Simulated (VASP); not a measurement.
Band structure of Cu (fcc). These are AM05 GGA, VASP's PBE PAW potentials (set 64) (plane waves; VASP) values and carry that method's errors.

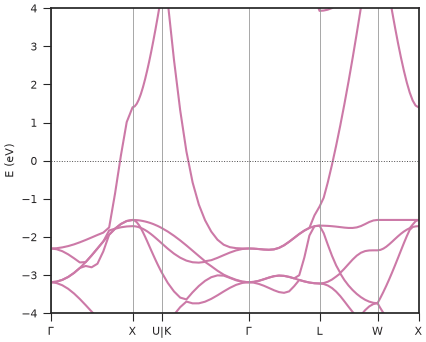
Figure. Bands along high-symmetry lines, zero at the valence-band maximum or, without a gap, the Fermi level

Question: Read the plot: is there a gap, and where are the band edges?

Answer: It has no gap at this level: it comes out as a metal or semimetal. (Edges off the drawn lines would not show.)

The compound is Cu in the fcc structure. It was relaxed first.
